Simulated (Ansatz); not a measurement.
The end point of a relaxation of GeSe. These are PBEsol (plane waves to 420 eV, PAW, scalar-relativistic; Ansatz, an electronic-structure program) values and carry that method's errors.

Pnma (No. 62), oP8; a = 7.7540 Å, b = 3.8421 Å, c = 5.8251 Å, α = β = γ = 90.00°.

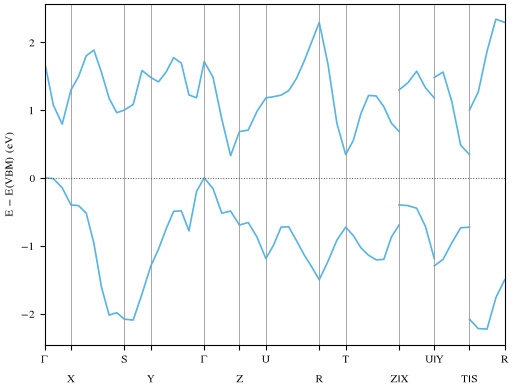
Figure: Highest filled and lowest empty band along the path of this cell's Brillouin zone

Problem. Read off the gap and say whether it is direct.

Solution. 0.33 eV, indirect (valence top at Γ, conduction bottom at 75 % of the way from Γ to Z) (no spin-orbit coupling).

Problem. How far does the top valence band disperse along this path?

Solution. About 2.2 eV.

No spin polarisation in the result.

The run could not lose the symmetry of its start.

It was reached from a disturbed copy of a P6₃/mmc (No. 194) cell (NiAs type), against which it lies -0.05 eV/atom.

The first start was generated by placing the elements on the sites of a structure type. A measured structure of GeSe has the same space group, Pnma (No. 62); the sites were not compared with it.
